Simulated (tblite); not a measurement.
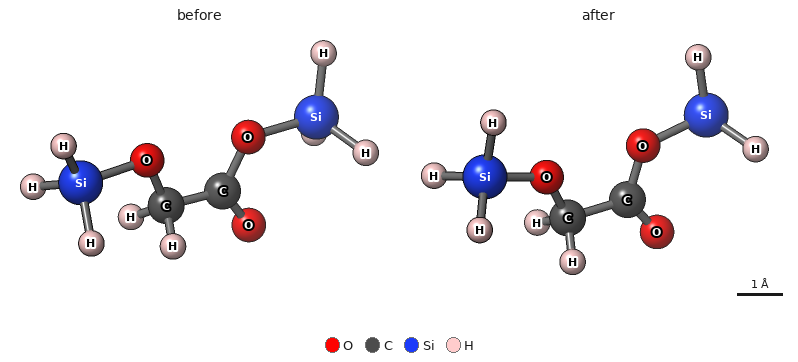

The structure of C₂H₈O₃Si₂ before (left) and after (right) a relaxation, at one scale.

Style: ball-and-stick. Shown at a tilt.

Computed with GFN2-xTB geometry optimisation, gas phase in tblite 0.8.0. 

Question: What changed between the two?

Answer: Over 84 geometry steps the energy falls by 99.1 kJ/mol. The atom that moves furthest after the best rigid fit is an H atom (0.94 Å). Largest moves by element: H 0.94 Å, O 0.40 Å, C 0.32 Å, Si 0.23 Å. Near-neighbour distances that change, for instance: O–Si 1.719 → 1.623 Å, O–Si 1.754 → 1.666 Å, C–O 1.398 → 1.310 Å, C–O 1.281 → 1.203 Å. Bond angles that change, for instance: C–O–Si 106.9° → 129.4°, O–Si–H 111.3° → 98.8°, O–Si–H 106.8° → 97.8°.
